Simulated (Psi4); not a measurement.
# Property calculation, with input and output: HO2 (charge −1)

The run: property calculation of HO2 (hydroperoxide(1-)), charge −1. Method and program: MN15/3-21G, RKS (Psi4 1.11).

The geometry comes from this level: PBE0-D4/def2-TZVPD.

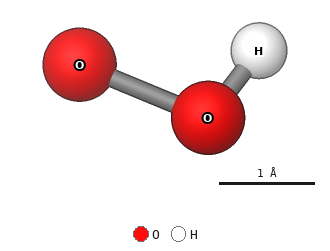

Figure 1. The structure as given in the input (ball-and-stick view, seen at a tilt). Bond lengths as drawn: H–O 0.96 Å and O–O 1.48 Å.

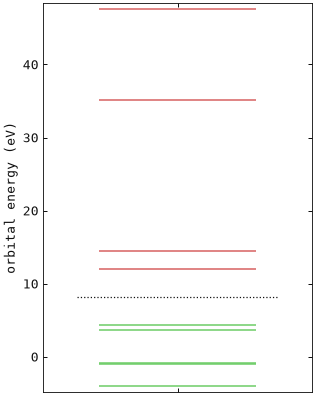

Figure 2. Orbital energies near the frontier; the dotted line parts filled from empty levels, and levels within 0.02 eV of each other stand side by side. Highest filled 4.31 eV, lowest empty 11.98 eV, 7.67 eV apart.

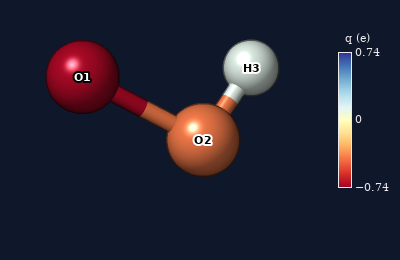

Figure 3. Löwdin charges, as the colour of each atom (ball-and-stick view, seen at a tilt; atoms are numbered from 1 in the order of the input). By element: O −0.71 to −0.41 and H +0.12 e.

The input that produced these results follows, with the program's output.

**Input file (job.py)**
```python
import psi4

psi4.set_memory(1600000000)
psi4.set_num_threads(1)
psi4.core.set_output_file('output.dat', False)

m = psi4.geometry("""
-1 1
O     -0.357760     1.025590    -0.080830
O     -0.242260    -0.445880    -0.180750
H      0.600030    -0.579720     0.261570
symmetry c1
""")

psi4.set_options({
    'puream': True,
    'scf_type': 'pk',
    'dft_radial_points': 99,
    'dft_spherical_points': 590,
})

energy_value, wavefunction = psi4.energy('mn15/3-21G', molecule=m, return_wfn=True)
psi4.oeprop(wavefunction, 'DIPOLE', 'QUADRUPOLE', 'MULLIKEN_CHARGES', 'LOWDIN_CHARGES')
print(f'total energy {energy_value:.8f} hartree = {energy_value * 27.211386:.5f} eV')
for k, v in sorted(psi4.core.scalar_variables().items()):
    print(f'{k:45s} {v:18.10f}')
```

Launch command:
```bash
python job.py
```

**Log**
```
=> Loading Basis Set <=

    Name: 3-21G
    Role: ORBITAL
    Keyword: BASIS

         ---------------------------------------------------------
                                   SCF
                              RKS Reference
                        1 Threads,   1525 MiB Core
         ---------------------------------------------------------

  ==> Geometry <==

    Molecular point group: c1
    Full point group: Cs

    Geometry (in Angstrom), charge = -1, multiplicity = 1:

       Center              X                  Y                   Z               Mass
    ------------   -----------------  -----------------  -----------------  -----------------
         O           -0.056803684599     0.765880662950     0.000000000000    15.994914619570
         O           -0.002949643816    -0.712513046314    -0.000000000000    15.994914619570
         H            0.948328683711    -0.846982803800     0.000000000000     1.007825032230

  Running in c1 symmetry.

  Rotational constants: A =     20.22339  B =      0.91867  C =      0.87876 [cm^-1]
  Rotational constants: A = 606281.97826  B =  27541.18019  C =  26344.44795 [MHz]
  Nuclear repulsion =   29.527067200135445

  Charge       = -1
  Multiplicity = 1
  Electrons    = 18
  Nalpha       = 9
  Nbeta        = 9

  ==> Algorithm <==

  SCF Algorithm Type is PK.
  DIIS enabled.
  MOM disabled.
  Fractional occupation disabled.
  Guess Type is SAD.
  Energy threshold   = 1.00e-06
  Density threshold  = 1.00e-06
  Integral threshold = 1.00e-12

  ==> Primary Basis <==

  Basis Set: 3-21G
    Blend: 3-21G
    Number of shells: 12
    Number of basis functions: 20
    Number of Cartesian functions: 20
    Spherical Harmonics?: true
    Max angular momentum: 1

  ==> DFT Potential <==

   => LibXC <=

    Version 7.1.2

   => Composite Functional: MN15 <=

   MN15 Hybrid Meta-GGA Exchange-Correlation Functional

    Deriv               =              1
    GGA                 =           TRUE
    Meta                =           TRUE

    Exchange Hybrid     =           TRUE
    MP2 Hybrid          =          FALSE

   => Exchange Functionals <=

    1.0000   XC_HYB_MGGA_X_MN15

   => Exact (HF) Exchange <=

    0.4400               HF

   => Correlation Functionals <=

    1.0000   XC_MGGA_C_MN15

   => LibXC Density Thresholds  <==

    XC_MGGA_C_MN15:  1.00E-15
    XC_HYB_MGGA_X_MN15:  1.00E-15

   => Molecular Quadrature <=

    Radial Scheme          =       TREUTLER
    Pruning Scheme         =           NONE
    Nuclear Scheme         =       TREUTLER

    Blocking Scheme        =         OCTREE
    BS radius alpha        =              1
    Pruning alpha          =              1
    Radial Points          =             99
    Spherical Points       =            590
    Total Points           =         166690
    Total Blocks           =           1290
    Max Points             =            256
    Max Functions          =             20
    Weights Tolerance      =       1.00E-15

  ==> Integral Setup <==

  Using in-core PK algorithm.
   Calculation information:
      Number of atoms:                   3
      Number of AO shells:              12
      Number of primitives:             21
      Number of atomic orbitals:        20
      Number of basis functions:        20

      Integral cutoff                 1.00e-12
      Number of threads:                 1

  Performing in-core PK
  Using 44310 doubles for integral storage.
  We computed 3003 shell quartets total.
  Whereas there are 3081 unique shell quartets.

  ==> DiskJK: Disk-Based J/K Matrices <==

    J tasked:                  Yes
    K tasked:                  Yes
    wK tasked:                  No
    Memory [MiB]:              924
    Schwarz Cutoff:          1E-12

  Cached 100.0% of DFT collocation blocks in 0.215 [GiB].

  Minimum eigenvalue in the overlap matrix is 8.7234368370E-02.
  Reciprocal condition number of the overlap matrix is 3.0224205299E-02.
    Using symmetric orthogonalization.

  ==> Pre-Iterations <==

  SCF Guess: Superposition of Atomic Densities via on-the-fly atomic UHF (no occupation information).

   -------------------------
    Irrep   Nso     Nmo
   -------------------------
     A         20      20
   -------------------------
    Total      20      20
   -------------------------

  ==> Iterations <==

                        Total Energy        Delta E     RMS |[F,P]|

   @RKS iter SAD:  -149.07444440336883   -1.49074e+02   0.00000e+00
   @RKS iter   1:  -149.56809228153566   -4.93648e-01   3.12941e-02 ADIIS/DIIS
   @RKS iter   2:  -149.63413579617497   -6.60435e-02   2.48109e-02 ADIIS/DIIS
   @RKS iter   3:  -149.70885656610233   -7.47208e-02   2.60908e-03 ADIIS/DIIS
   @RKS iter   4:  -149.70948023856411   -6.23672e-04   1.48536e-03 ADIIS/DIIS
   @RKS iter   5:  -149.70978328839547   -3.03050e-04   1.27333e-04 ADIIS/DIIS
   @RKS iter   6:  -149.70978627315398   -2.98476e-06   7.78352e-06 DIIS
   @RKS iter   7:  -149.70978632642550   -5.32715e-08   2.05253e-06 DIIS
   @RKS iter   8:  -149.70978633062646   -4.20096e-09   4.78479e-07 DIIS
  Energy and wave function converged.

  ==> Post-Iterations <==

   Electrons on quadrature grid:
      Ntotal   =   17.9999999544 ; deviation = -4.563e-08

    Orbital Energies [Eh]
    ---------------------

    Doubly Occupied:

       1A    -18.312207     2A    -18.184838     3A     -0.721228
       4A     -0.441093     5A     -0.148949     6A     -0.037051
       7A     -0.029040     8A      0.136250     9A      0.158290

    Virtual:

      10A      0.440120    11A      0.533629    12A      1.293049
      13A      1.747626    14A      1.795666    15A      1.869492
      16A      1.947411    17A      1.998613    18A      2.042348
      19A      2.793120    20A      3.301553

    Final Occupation by Irrep:
              A
    DOCC [     9 ]
    NA   [     9 ]
    NB   [     9 ]

  @RKS Final Energy:  -149.70978633062646

   => Energetics <=

    Nuclear Repulsion Energy =             29.5270672001354448
    One-Electron Energy =                -272.7307996497750082
    Two-Electron Energy =                 103.5176370553333243
    DFT Exchange-Correlation Energy =     -10.0236909363202162
    Empirical Dispersion Energy =           0.0000000000000000
    VV10 Nonlocal Energy =                  0.0000000000000000
    Total Energy =                       -149.7097863306264571

Computation Completed

Properties will be evaluated at   0.000000,   0.000000,   0.000000 [a0]

Properties computed using the SCF density matrix

 Multipole Moments:

 ------------------------------------------------------------------------------------
     Multipole            Electronic (a.u.)      Nuclear  (a.u.)        Total (a.u.)
 ------------------------------------------------------------------------------------

 L = 1.  Multiply by 2.5417464519 to convert [e a0] to [Debye]
 Dipole X            :         -0.2678616            0.8887421            0.6208805
 Dipole Y            :          0.1397947           -0.7937641           -0.6539693
 Dipole Z            :         -0.0000000            0.0000000           -0.0000000
 Magnitude           :                                                    0.9017586

 ------------------------------------------------------------------------------------

	total time  =          5 seconds =       0.08 minutes

Properties will be evaluated at   0.000000,   0.000000,   0.000000 [a0]
OEProp: No title given, name of density matrix used for the following properties is 'SCF density'

 Multipole Moments:

 ------------------------------------------------------------------------------------
     Multipole            Electronic (a.u.)      Nuclear  (a.u.)        Total (a.u.)
 ------------------------------------------------------------------------------------

 L = 1.  Multiply by 2.5417464519 to convert [e a0] to [Debye]
 Dipole X            :         -0.2678616            0.8887421            0.6208805
 Dipole Y            :          0.1397947           -0.7937641           -0.6539693
 Dipole Z            :         -0.0000000            0.0000000           -0.0000000
 Magnitude           :                                                    0.9017586

 L = 2.  Multiply by 1.3450342976 to convert [e a0^2] to [Debye ang]
 Quadrupole XX       :        -11.3465940            3.3039855           -8.0426085
 Quadrupole XY       :          3.2621531           -4.0511715           -0.7890184
 Quadrupole XZ       :          0.0000000            0.0000000            0.0000000
 Quadrupole YY       :        -44.9248477           33.8228553          -11.1019924
 Quadrupole YZ       :          0.0000000            0.0000000            0.0000000
 Quadrupole ZZ       :         -9.1777914            0.0000000           -9.1777914
 Traceless XX        :         10.4698170           -9.0716281            1.3981889
 Traceless YY        :        -23.1084367           21.4472417           -1.6611950
 Traceless ZZ        :         12.6386196          -12.3756136            0.2630060

 ------------------------------------------------------------------------------------
  Mulliken Charges: (a.u.)
   Center  Symbol    Alpha    Beta     Spin     Total
       1     O     4.33771  4.33771  0.00000 -0.67541
       2     O     4.27522  4.27522  0.00000 -0.55043
       3     H     0.38708  0.38708  0.00000  0.22584

   Total alpha =  9.00000, Total beta =  9.00000, Total charge = -1.00000

  Lowdin Charges: (a.u.)
   Center  Symbol    Alpha    Beta     Spin     Total
       1     O     4.35401  4.35401  0.00000 -0.70802
       2     O     4.20439  4.20439  0.00000 -0.40878
       3     H     0.44160  0.44160  0.00000  0.11680

  Total alpha =  9.00000, Total beta =  9.00000, Total charge = -1.00000
```

**Standard output**
```
total energy -149.70978633 hartree = -4073.81078 eV
CURRENT ENERGY                                   -149.7097863306
CURRENT REFERENCE ENERGY                         -149.7097863306
DD SOLVATION ENERGY                                 0.0000000000
DFT FUNCTIONAL TOTAL ENERGY                      -149.7097863306
DFT TOTAL ENERGY                                 -149.7097863306
DFT VV10 ENERGY                                     0.0000000000
DFT XC ENERGY                                     -10.0236909363
GRID ELECTRONS ALPHA                                8.9999999772
GRID ELECTRONS BETA                                 8.9999999772
GRID ELECTRONS TOTAL                               17.9999999544
NUCLEAR REPULSION ENERGY                           29.5270672001
ONE-ELECTRON ENERGY                              -272.7307996498
PCM POLARIZATION ENERGY                             0.0000000000
PE ENERGY                                           0.0000000000
SCF ITERATION ENERGY                             -149.7097863306
SCF ITERATIONS                                      8.0000000000
SCF TOTAL ENERGY                                 -149.7097863306
TWO-ELECTRON ENERGY                               103.5176370553
XC GRID RADIAL POINTS                              99.0000000000
XC GRID SPHERICAL POINTS                          590.0000000000
XC GRID TOTAL POINTS                           166690.0000000000
```

**Key numbers**

- outcome: converged
- total energy: −149.709786 hartree
- basis functions: 20
- HOMO: 4.31 eV
- LUMO: 11.98 eV
- hardware: 1 thread of AMD EPYC (Zen 3), 192 GiB of memory available, shared host
- wall time: 6.9 s
- peak memory: 0.42 GiB

**Notes**

The record of the run, not the program, notes: unbound anion.
